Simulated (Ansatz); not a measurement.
The starting structures come from a database of crystals and need not be the phases stable at ambient conditions.

 Where the default PAW files enter, the runs use the earlier of Ansatz's two default sets.

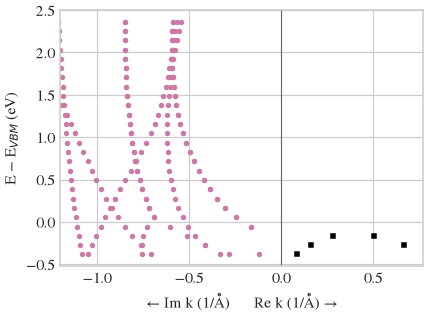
*Complex bands at the centre of the two-dimensional zone; PBEsol (Ansatz, a quantum-chemistry and plane-wave program)*

No gap correction and no spin-orbit coupling; mid-gap values are interpolated between computed energies.

Task: This is Na2H4Pt (I4/mmm, not sure to be the ambient phase, 7 atoms a cell, 12.8 Å³ an atom) along the normal of (110). Read off the slowest decay at the centre of the two-dimensional zone at 1.04 eV, the computed energy nearest the middle of the gap.

Result: κ ≈ 0.53 1/Å, a decay length 1/(2κ) of the density of 0.93 Å.
